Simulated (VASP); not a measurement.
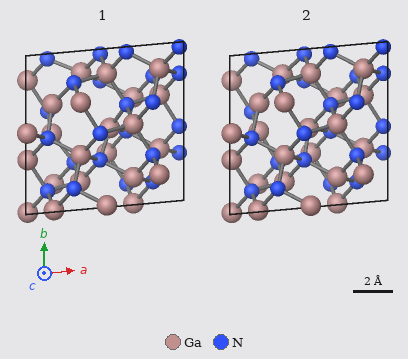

Two geometries of a defect cell of composition Ga24N23, drawn at one scale. One is the start of a relaxation, the other its converged end. A ball-and-stick model of the cell of the calculation (origin shifted), seen along the c axis.

All numbers below come from Kohn-Sham DFT of a periodic cell, PBE, VASP PAW PBE potentials, recommended (VASP 6.6.1). Set-up: plane-wave cutoff 450 eV; k-point mesh 2 × 2 × 2; occupations gaussian; smearing width 0.01 eV; collinear spin.

Which geometry has the lower energy?

Answer. Structure 1 is the relaxed one. The run lets the atoms move in a fixed cell. Over 15 geometry steps the energy falls by 1.053 eV per cell of the calculation. The largest force component goes from 2.4 to 0.018 eV/Å. The largest move is that of a Ga atom, 0.27 Å roughly along [3 0 −1]. Largest moves by element: Ga 0.27 Å, N 0.02 Å. The cell doesn't change. Near-neighbour distances that change, for instance: Ga–N 2.078 → 1.918 Å, Ga–N 2.048 → 1.918 Å, Ga–N 2.028 → 1.915 Å, Ga–N 1.837 → 1.916 Å. Bond angles that change, for instance: N–Ga–N 102.4° → 113.8°, N–Ga–N 106.1° → 114.8°, Ga–N–Ga 112.5° → 104.2°. It ran on 1 × NVIDIA H100 80GB with 1 thread of AMD EPYC 7R13 Processor (Zen 3) (shared host).

Limits of the set-up: the periodic images lie only 8.3 Å apart, so the values are limited by the cell's size.
